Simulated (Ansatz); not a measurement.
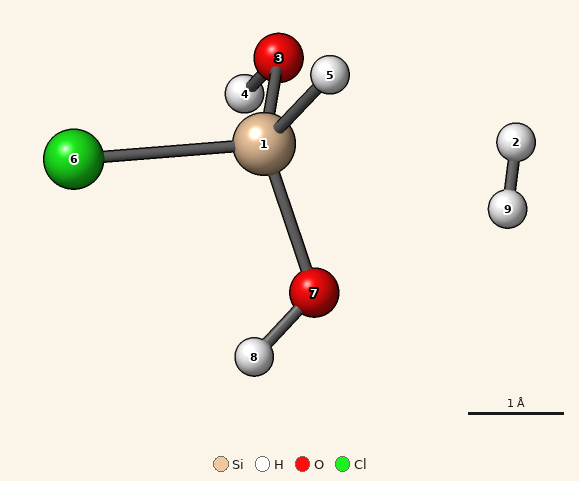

The input geometry (ball-and-stick view, seen at a tilt; atoms are numbered from 1 in the order of the input). Bond lengths as drawn: Cl–Si 2.08 Å, H–H 0.71 Å, H–O 0.97 Å, H–Si 1.47 Å and O–Si 1.64 to 1.67 Å.

Geometry relaxation, with input and output: SiH$_{5}$ClO$_{2}$ (part 1 of 2)

The run: geometry relaxation of SiH$_{5}$ClO$_{2}$. Method and program: RKS PBE0/6-31G* (Ansatz 0.2.0).

It belongs to a series of runs on one base structure; here: end point B relaxed. Figures and captions count atoms from 1; the log counts them from 0 in places.

The input:
```yaml
crystal:
  periodic: [false, false, false]
  atoms:
    - { symbol: Si, position_ang: [-0.376857, -0.248532, -0.421151] }
    - { symbol: H, position_ang: [-0.020716, 0.98086, 1.92047] }
    - { symbol: O, position_ang: [1.199587, -0.587746, -0.137037] }
    - { symbol: H, position_ang: [1.420393, -1.51657, 0.005232] }
    - { symbol: H, position_ang: [-0.478278, 1.213326, -0.509763] }
    - { symbol: Cl, position_ang: [-0.959522, -1.047124, -2.248633] }
    - { symbol: O, position_ang: [-1.392158, -0.934062, 0.706468] }
    - { symbol: H, position_ang: [-2.117886, -1.448803, 0.332328] }
    - { symbol: H, position_ang: [-0.565363, 0.569551, 2.110987] }
basis:
  gaussian: { orbitals: "6-31G*" }
hamiltonian:
  xc: pbe0
relax:
  f_tol: 0.03
  max_steps: 50
output:
  orbitals: {}
```

Run on 1 thread of Arm Neoverse V1, 24 GiB of memory available, shared host.

Launched with:
```bash
ansatz run input.yaml --threads 1 --pin off --max-ram 2048MiB --backend cpu --events-out ev --progress --plain --runs-dir out
```

Output:
```
The last accepted step is kept in [file] (removed where the run ends without a failure and the disk answers)
Engine: ansatz 0.2.0, aarch64-unknown-linux-gnu
Functional definition: PBE0
  parameter a = 0.25
  parameter kappa = 0.804
  parameter beta = 0.06672455060314922
  exchange = (1 - a)*pbe_x(kappa = kappa, mu = beta*pi^2/3) + a*exact_x
  correlation = pbe_c(beta = beta)
811 factors; integrals over basis functions are off by at most 5.7e-4 eV
mean field evaluation 1: about -24559.2297 eV, gradient 6.1e1 eV
mean field evaluation 2: about -24550.5276 eV, gradient 9.2e1 eV
mean field evaluation 4: about -24565.5238 eV, gradient 1.7e0 eV
mean field evaluation 8: about -24565.5465 eV, gradient 9.6e-2 eV
mean field -24565.54652587 eV, -902.7671837001 hartree, gradient 3.7e-5 eV, S^2 0.000000; 0 other end points of the search recorded, 0 dependent functions left out
the calculation of the forces begins
reference -24565.54654957 eV, -902.7671845714 hartree; 26, 26 occupied and 52, 52 virtual orbitals, 811 factors
relax step   1: F+E_penalty+E_count = -24565.54652587 eV  Δ(F+E_penalty+E_count) = +0.000e0 eV  max|allowed force component| = 1.165e0 eV/Å  Δτ_max = 0.0000 Å  (25 SCF iters, accepted)
these checks for a lower state are left out or cut short: starts, cluster_reference, orbital_swaps, neighbouring_geometries, increment
811 factors; integrals over basis functions are off by at most 5.8e-4 eV
mean field evaluation 16: about -24565.6129 eV, gradient 2.1e0 eV
mean field -24565.64571359 eV, -902.7708287816 hartree, gradient 6.4e-6 eV, S^2 0.000000; 0 other end points of the search recorded, 0 dependent functions left out
[... from here on the field's lines of each further geometry are left out, up to the last ...]
relax step   2: F+E_penalty+E_count = -24565.64571359 eV  Δ(F+E_penalty+E_count) = -9.919e-2 eV  max|allowed force component| = 2.431e-1 eV/Å  Δτ_max = 0.1969 Å  (28 SCF iters, accepted)
relax step   3: F+E_penalty+E_count = -24565.68189957 eV  Δ(F+E_penalty+E_count) = -3.619e-2 eV  max|allowed force component| = 1.926e-1 eV/Å  Δτ_max = 0.1913 Å  (28 SCF iters, accepted)
relax step   4: F+E_penalty+E_count = -24565.69600129 eV  Δ(F+E_penalty+E_count) = -1.410e-2 eV  max|allowed force component| = 2.575e-1 eV/Å  Δτ_max = 0.2000 Å  (29 SCF iters, accepted)
relax step   5: F+E_penalty+E_count = -24565.70113156 eV  Δ(F+E_penalty+E_count) = -5.130e-3 eV  max|allowed force component| = 3.280e-1 eV/Å  Δτ_max = 0.2000 Å  (27 SCF iters, accepted)
relax step   6: F+E_penalty+E_count = -24565.70580460 eV  Δ(F+E_penalty+E_count) = -4.673e-3 eV  max|allowed force component| = 1.004e-1 eV/Å  Δτ_max = 0.0230 Å  (28 SCF iters, accepted)
relax step   7: F+E_penalty+E_count = -24565.70657347 eV  Δ(F+E_penalty+E_count) = -7.689e-4 eV  max|allowed force component| = 7.860e-2 eV/Å  Δτ_max = 0.0366 Å  (23 SCF iters, accepted)
relax step   8: F+E_penalty+E_count = -24565.70678865 eV  Δ(F+E_penalty+E_count) = -2.152e-4 eV  max|allowed force component| = 2.216e-1 eV/Å  Δτ_max = 0.1018 Å  (29 SCF iters, accepted)
relax step   9: F+E_penalty+E_count = -24565.70991403 eV  Δ(F+E_penalty+E_count) = -3.125e-3 eV  max|allowed force component| = 8.789e-2 eV/Å  Δτ_max = 0.1553 Å  (28 SCF iters, accepted)
relax step  10: F+E_penalty+E_count = -24565.71015820 eV  Δ(F+E_penalty+E_count) = -2.442e-4 eV  max|allowed force component| = 1.115e-1 eV/Å  Δτ_max = 0.0170 Å  (28 SCF iters, accepted)
relax step  11: F+E_penalty+E_count = -24565.70968091 eV  Δ(F+E_penalty+E_count) = +4.773e-4 eV  max|allowed force component| = 3.231e-1 eV/Å  Δτ_max = 0.1147 Å  (28 SCF iters, rejected (line search))
relax step  12: F+E_penalty+E_count = -24565.71167644 eV  Δ(F+E_penalty+E_count) = -1.518e-3 eV  max|allowed force component| = 9.512e-2 eV/Å  Δτ_max = 0.0559 Å  (28 SCF iters, accepted)
relax step  13: F+E_penalty+E_count = -24565.71267171 eV  Δ(F+E_penalty+E_count) = -9.953e-4 eV  max|allowed force component| = 1.431e-1 eV/Å  Δτ_max = 0.0999 Å  (27 SCF iters, accepted)
relax step  14: F+E_penalty+E_count = -24565.71099298 eV  Δ(F+E_penalty+E_count) = +1.679e-3 eV  max|allowed force component| = 4.241e-1 eV/Å  Δτ_max = 0.1464 Å  (27 SCF iters, rejected (line search))
relax step  15: F+E_penalty+E_count = -24565.71474695 eV  Δ(F+E_penalty+E_count) = -2.075e-3 eV  max|allowed force component| = 6.599e-2 eV/Å  Δτ_max = 0.0731 Å  (27 SCF iters, accepted)
relax step  16: F+E_penalty+E_count = -24565.71551468 eV  Δ(F+E_penalty+E_count) = -7.677e-4 eV  max|allowed force component| = 1.090e-1 eV/Å  Δτ_max = 0.0726 Å  (27 SCF iters, accepted)
relax step  17: F+E_penalty+E_count = -24565.71636392 eV  Δ(F+E_penalty+E_count) = -8.492e-4 eV  max|allowed force component| = 1.029e-1 eV/Å  Δτ_max = 0.0492 Å  (27 SCF iters, accepted)
relax step  18: F+E_penalty+E_count = -24565.71812497 eV  Δ(F+E_penalty+E_count) = -1.761e-3 eV  max|allowed force component| = 1.014e-1 eV/Å  Δτ_max = 0.1644 Å  (26 SCF iters, accepted)
relax step  19: F+E_penalty+E_count = -24565.71844592 eV  Δ(F+E_penalty+E_count) = -3.209e-4 eV  max|allowed force component| = 1.859e-1 eV/Å  Δτ_max = 0.0711 Å  (28 SCF iters, accepted)
relax step  20: F+E_penalty+E_count = -24565.71968547 eV  Δ(F+E_penalty+E_count) = -1.240e-3 eV  max|allowed force component| = 7.829e-2 eV/Å  Δτ_max = 0.0164 Å  (23 SCF iters, accepted)
relax step  21: F+E_penalty+E_count = -24565.72057459 eV  Δ(F+E_penalty+E_count) = -8.891e-4 eV  max|allowed force component| = 4.952e-2 eV/Å  Δτ_max = 0.0550 Å  (27 SCF iters, accepted)
relax step  22: F+E_penalty+E_count = -24565.72178566 eV  Δ(F+E_penalty+E_count) = -1.211e-3 eV  max|allowed force component| = 9.387e-2 eV/Å  Δτ_max = 0.1451 Å  (27 SCF iters, accepted)
relax step  23: F+E_penalty+E_count = -24565.72165935 eV  Δ(F+E_penalty+E_count) = +1.263e-4 eV  max|allowed force component| = 1.549e-1 eV/Å  Δτ_max = 0.1224 Å  (28 SCF iters, rejected (line search))
relax step  24: F+E_penalty+E_count = -24565.72268811 eV  Δ(F+E_penalty+E_count) = -9.025e-4 eV  max|allowed force component| = 5.448e-2 eV/Å  Δτ_max = 0.0588 Å  (28 SCF iters, accepted)
relax step  25: F+E_penalty+E_count = -24565.72299568 eV  Δ(F+E_penalty+E_count) = -3.076e-4 eV  max|allowed force component| = 1.367e-1 eV/Å  Δτ_max = 0.0977 Å  (28 SCF iters, accepted)
relax step  26: F+E_penalty+E_count = -24565.72353277 eV  Δ(F+E_penalty+E_count) = -5.371e-4 eV  max|allowed force component| = 4.666e-2 eV/Å  Δτ_max = 0.0124 Å  (23 SCF iters, accepted)
relax step  27: F+E_penalty+E_count = -24565.72367035 eV  Δ(F+E_penalty+E_count) = -1.376e-4 eV  max|allowed force component| = 3.720e-2 eV/Å  Δτ_max = 0.0255 Å  (29 SCF iters, accepted)
relax step  28: F+E_penalty+E_count = -24565.72401288 eV  Δ(F+E_penalty+E_count) = -3.425e-4 eV  max|allowed force component| = 1.229e-2 eV/Å  Δτ_max = 0.0358 Å  (28 SCF iters, accepted)
relax step  29: F+E_penalty+E_count = -24565.72408054 eV  Δ(F+E_penalty+E_count) = -6.767e-5 eV  max|allowed force component| = 9.469e-2 eV/Å  Δτ_max = 0.1042 Å  (28 SCF iters, accepted)
relax step  30: F+E_penalty+E_count = -24565.72449631 eV  Δ(F+E_penalty+E_count) = -4.158e-4 eV  max|allowed force component| = 1.993e-2 eV/Å  Δτ_max = 0.0095 Å  (23 SCF iters, accepted)
relax step  31: F+E_penalty+E_count = -24565.72464455 eV  Δ(F+E_penalty+E_count) = -1.482e-4 eV  max|allowed force component| = 1.074e-2 eV/Å  Δτ_max = 0.0310 Å  (29 SCF iters, accepted)
relax step  32: F+E_penalty+E_count = -24565.72474997 eV  Δ(F+E_penalty+E_count) = -1.054e-4 eV  max|allowed force component| = 5.882e-2 eV/Å  Δτ_max = 0.0976 Å  (28 SCF iters, accepted)
the calculation of the forces begins
reference -24565.72491261 eV, -902.7737392920 hartree; 26, 26 occupied and 52, 52 virtual orbitals, 811 factors
relax step  33: F+E_penalty+E_count = -24565.72488588 eV  Δ(F+E_penalty+E_count) = -1.359e-4 eV  max|allowed force component| = 1.605e-2 eV/Å  Δτ_max = 0.0077 Å  (23 SCF iters, accepted)
```

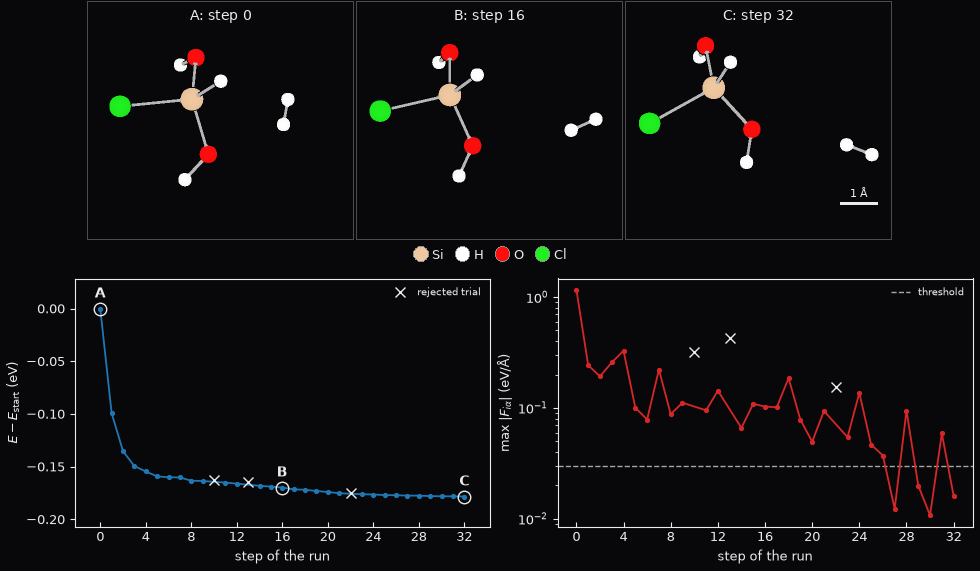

Frames of the relaxation (ball-and-stick view, seen at a tilt) above the curves, on which the letters mark them (the first geometry is step 0 here and step 1 in the log).

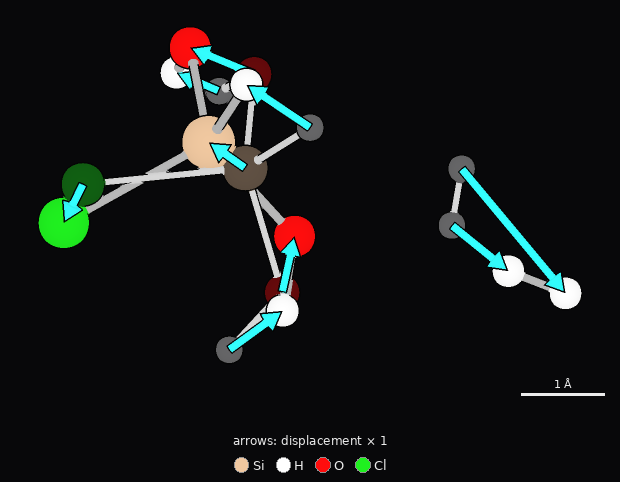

Start (faint) and end (solid) with the displacements as teal arrows, at true length (ball-and-stick view, seen at a tilt). The two geometries are laid on each other by the best rigid fit. The atom that moves furthest after the best rigid fit is H2 (1.98 Å). Largest moves by element: H 1.98 Å, O 0.84 Å, Si 0.55 Å, Cl 0.53 Å. Among the contacts that change: H2–H9 0.709 → 0.745 Å, Si1–O7 1.665 → 1.648 Å, Si1–Cl6 2.078 → 2.071 Å. Among the angles that change: O3–Si1–O7 112.6° → 109.4°, Si1–O7–H8 114.6° → 116.8°, O3–Si1–Cl6 110.1° → 112.2°. After 32 geometry steps the energy has fallen by 0.178 eV. The largest force component goes from 1.2 to 0.016 eV/Å. The line search rejected the trial steps at points 10, 13, 22 (counted from 0) and went back. (Atoms are counted from 1 in the order of the input.)

```
811 factors; integrals over basis functions are off by at most 5.1e-4 eV
mean field -24565.72488588 eV, -902.7737383098 hartree, gradient 1.3e-5 eV, S^2 0.000000; 1 other end points of the search recorded, 0 dependent functions left out
the calculation of the forces begins
reference -24565.72491261 eV, -902.7737392920 hartree; 26, 26 occupied and 52, 52 virtual orbitals, 811 factors
Total energy: -24565.72491261 eV, -902.7737392920 hartree
Atom 0 at    -0.179665    -0.405871    -0.905209 Å, force    -0.013194     0.008312     0.012389 eV/Å
Atom 1 at    -1.031473     1.163338     3.500857 Å, force     0.004805    -0.009908    -0.015883 eV/Å
Atom 2 at     1.349509    -0.983224    -0.934337 Å, force     0.007779    -0.010295     0.002723 eV/Å
Atom 3 at     1.502560    -1.833987    -0.504543 Å, force    -0.006829     0.011205    -0.003108 eV/Å
Atom 4 at    -0.110299     0.976626    -1.404583 Å, force     0.002038    -0.006516     0.003163 eV/Å
Atom 5 at    -1.437511    -1.457278    -2.170535 Å, force     0.001159    -0.001957     0.003196 eV/Å
Atom 6 at    -0.793625    -0.555442     0.616441 Å, force     0.011445     0.000686    -0.015725 eV/Å
Atom 7 at    -1.739307    -0.730265     0.688784 Å, force    -0.002741    -0.000814    -0.002808 eV/Å
Atom 8 at    -0.850989     0.807004     2.872025 Å, force    -0.004460     0.009286     0.016052 eV/Å
Dipole moment:    -0.123665    -0.138420     0.250625 e Å
```

Trajectory as extended XYZ (Å, eV, eV/Å), 33 frames, from step=1 to step=33:
```
9
Properties=species:S:1:pos:R:3:forces:R:3 step=1 energy=-24565.54653
Si   -0.3769   -0.2485   -0.4212   -0.2803  -0.2918   0.0481
H    -0.0207    0.9809    1.9205    1.1655   0.9625  -0.1620
O     1.1996   -0.5877   -0.1370   -0.0475  -0.0178   0.0297
H     1.4204   -1.5166    0.0052    0.0249   0.0063   0.0120
H    -0.4783    1.2133   -0.5098   -0.0132  -0.0145  -0.0329
Cl   -0.9595   -1.0471   -2.2486   -0.0184   0.0299   0.0227
O    -1.3922   -0.9341    0.7065    0.2084   0.0418  -0.4231
H    -2.1179   -1.4488    0.3323   -0.0003  -0.0114  -0.0191
H    -0.5654    0.5696    2.1110   -1.0391  -0.7050   0.5247
9
Properties=species:S:1:pos:R:3:forces:R:3 step=2 energy=-24565.64571
Si   -0.3892   -0.2798   -0.4641   -0.2031  -0.1112   0.1204
H     0.0377    1.0821    2.0790    0.0068   0.0413   0.1123
O     1.1869   -0.5983   -0.1529   -0.0681  -0.0551  -0.0161
H     1.4184   -1.5224    0.0031    0.0212   0.0075   0.0139
H    -0.4965    1.1831   -0.5452   -0.0128  -0.0177  -0.0140
Cl   -0.9711   -1.0657   -2.2919    0.0134  -0.0112  -0.0469
O    -1.4045   -0.9688    0.6529    0.2367   0.0811  -0.2431
H    -2.1300   -1.4814    0.2773   -0.0288  -0.0115  -0.0038
H    -0.5425    0.6320    2.2008    0.0348   0.0767   0.0774
9
Properties=species:S:1:pos:R:3:forces:R:3 step=3 energy=-24565.68190
Si   -0.3936   -0.3066   -0.5138   -0.0796  -0.0284   0.0816
H     0.0442    1.1612    2.2531   -0.0922  -0.0511   0.0640
O     1.1833   -0.6225   -0.2058   -0.0430  -0.0609   0.0081
H     1.4152   -1.5428   -0.0277    0.0106   0.0236   0.0071
H    -0.5005    1.1564   -0.5957   -0.0147  -0.0034  -0.0080
Cl   -0.9720   -1.0954   -2.3419   -0.0092  -0.0106  -0.0049
O    -1.3929   -0.9837    0.6174    0.1520   0.0318  -0.1926
H    -2.1300   -1.4907    0.2568   -0.0332  -0.0088   0.0206
H    -0.5444    0.7050    2.3164    0.1093   0.1078   0.0241
9
Properties=species:S:1:pos:R:3:forces:R:3 step=4 energy=-24565.69600
Si   -0.3970   -0.3313   -0.5666    0.2246  -0.0397  -0.1707
H     0.0669    1.2572    2.4270    0.0127   0.0195   0.0201
O     1.1810   -0.6521   -0.2524   -0.0966   0.0112  -0.0151
H     1.4177   -1.5622   -0.0269   -0.0785   0.0960  -0.0345
H    -0.5243    1.1331   -0.6325    0.0455  -0.0338  -0.0259
Cl   -0.9954   -1.1250   -2.3870    0.0458   0.0480  -0.0741
O    -1.3753   -1.0335    0.5424   -0.2220  -0.1594   0.2575
H    -2.1440   -1.5076    0.1995    0.0807   0.0616   0.0341
H    -0.5203    0.8024    2.4555   -0.0121  -0.0034   0.0085
9
Properties=species:S:1:pos:R:3:forces:R:3 step=5 energy=-24565.70113
Si   -0.3921   -0.3757   -0.6383   -0.1025   0.3280   0.1239
H     0.0462    1.3407    2.6076   -0.0043   0.0046   0.0122
O     1.1828   -0.6721   -0.3263    0.1113  -0.2244   0.0086
H     1.3963   -1.5770   -0.0633    0.0541   0.0393  -0.0083
H    -0.4907    1.0908   -0.7068   -0.0578  -0.0143  -0.0608
Cl   -1.0144   -1.1477   -2.4529    0.0112  -0.0508  -0.0367
O    -1.3508   -1.0451    0.5212    0.0108  -0.0789  -0.0595
H    -2.1311   -1.5119    0.1999   -0.0264  -0.0003   0.0310
H    -0.5369    0.8790    2.6179    0.0036  -0.0031  -0.0107
9
Properties=species:S:1:pos:R:3:forces:R:3 step=6 energy=-24565.70581
Si   -0.3921   -0.3648   -0.6220    0.0235   0.0655  -0.0016
H     0.0407    1.3446    2.5996    0.0022   0.0100   0.0111
O     1.1854   -0.6824   -0.3259    0.0161  -0.1004   0.0341
H     1.4026   -1.5912   -0.0780   -0.0047   0.0722  -0.0218
H    -0.5006    1.1004   -0.6960   -0.0181  -0.0162  -0.0104
Cl   -1.0025   -1.1402   -2.4435   -0.0081  -0.0070  -0.0169
O    -1.3493   -1.0540    0.5259   -0.0249  -0.0416  -0.0104
H    -2.1363   -1.5102    0.2039    0.0175   0.0262   0.0242
H    -0.5387    0.8785    2.5950   -0.0036  -0.0086  -0.0083
9
Properties=species:S:1:pos:R:3:forces:R:3 step=7 energy=-24565.70657
Si   -0.3893   -0.3676   -0.6271    0.0283   0.0142  -0.0240
H     0.0306    1.3606    2.6309   -0.0342  -0.0203   0.0079
O     1.1888   -0.6904   -0.3367   -0.0002  -0.0786   0.0343
H     1.4054   -1.5992   -0.0882   -0.0152   0.0785  -0.0244
H    -0.5010    1.0969   -0.7035   -0.0043  -0.0093  -0.0005
Cl   -1.0055   -1.1412   -2.4488   -0.0060  -0.0003   0.0020
O    -1.3412   -1.0588    0.5243   -0.0349  -0.0393  -0.0131
H    -2.1379   -1.5032    0.2085    0.0347   0.0350   0.0244
H    -0.5408    0.8838    2.5994    0.0319   0.0202  -0.0065
9
Properties=species:S:1:pos:R:3:forces:R:3 step=8 energy=-24565.70679
Si   -0.3814   -0.3761   -0.6428    0.0005  -0.0509  -0.0231
H    -0.0036    1.4016    2.7177   -0.2216  -0.2040  -0.0408
O     1.1973   -0.7070   -0.3649   -0.0098  -0.0469   0.0282
H     1.4109   -1.6156   -0.1136   -0.0192   0.0701  -0.0228
H    -0.4951    1.0875   -0.7234    0.0118   0.0063   0.0047
Cl   -1.0175   -1.1497   -2.4590   -0.0011   0.0075   0.0225
O    -1.3204   -1.0660    0.5213   -0.0719  -0.0443  -0.0457
H    -2.1401   -1.4815    0.2217    0.0946   0.0617   0.0370
H    -0.5409    0.8879    2.6018    0.2167   0.2005   0.0399
9
Properties=species:S:1:pos:R:3:forces:R:3 step=9 energy=-24565.70991
Si   -0.3539   -0.3787   -0.6346   -0.0347  -0.0239  -0.0554
H    -0.1124    1.3549    2.7402    0.0337   0.0521   0.0281
O     1.2280   -0.7136   -0.3960    0.0263  -0.0879   0.0346
H     1.4582   -1.6320   -0.2027   -0.0185   0.0572  -0.0034
H    -0.4469    1.0822   -0.7473   -0.0097   0.0560   0.0123
Cl   -1.0495   -1.1789   -2.4159   -0.0034  -0.0061  -0.0001
O    -1.2696   -1.0332    0.5669    0.0598   0.0134   0.0124
H    -2.1418   -1.3578    0.3156   -0.0186  -0.0121  -0.0082
H    -0.6030    0.8380    2.5327   -0.0349  -0.0488  -0.0203
9
Properties=species:S:1:pos:R:3:forces:R:3 step=10 energy=-24565.71016
Si   -0.3524   -0.3805   -0.6366   -0.0243  -0.0209  -0.0502
H    -0.1166    1.3545    2.7327    0.0261   0.0457   0.0257
O     1.2290   -0.7184   -0.4016    0.0242  -0.0234   0.0151
H     1.4525   -1.6335   -0.1923    0.0036  -0.0071   0.0072
H    -0.4498    1.0801   -0.7396   -0.0044   0.0752   0.0066
Cl   -1.0533   -1.1655   -2.4220   -0.0072  -0.0117   0.0078
O    -1.2565   -1.0439    0.5681    0.1115   0.0272   0.0299
H    -2.1365   -1.3500    0.3274   -0.1027  -0.0431  -0.0251
H    -0.6072    0.8382    2.5228   -0.0269  -0.0418  -0.0172
```
